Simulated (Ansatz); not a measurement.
The reference is CsPbCl3 in the cubic perovskite structure (space group Pm-3m, No. 221; a = 5.674 Å).

Structures relaxed with plane-wave PAW DFT at the r2SCAN level (Ansatz, an electronic-structure program, 500 eV), no spin-orbit coupling.

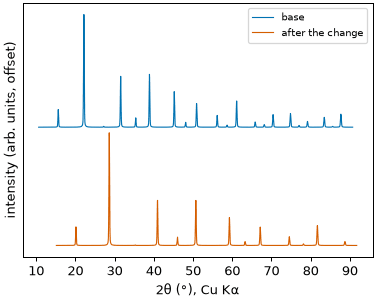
Figure: Simulated powder patterns before (top) and after one change

Which change produced these results?
(A) pressure 100 GPa
(B) pressure −2 GPa
(C) pressure 3 GPa
(D) pressure 7 GPa

A, pressure 100 GPa. Its volume per atom is 17.15 Å³ against 36.52 Å³, and its space group is Pm-3m (No. 221).

The mesh was chosen for an insulator and is coarse for the gapless case. Load acts through the strain it causes; cell and atoms are relaxed under it. Stability against distortions was not tested. Competing high-pressure phases were not computed. The final runs are not spin-polarised. Many cubic perovskites are stable only at high temperature; tilts and polar distortions were not tested. This is not the structure that CsPbCl3 has at room temperature and ambient pressure.
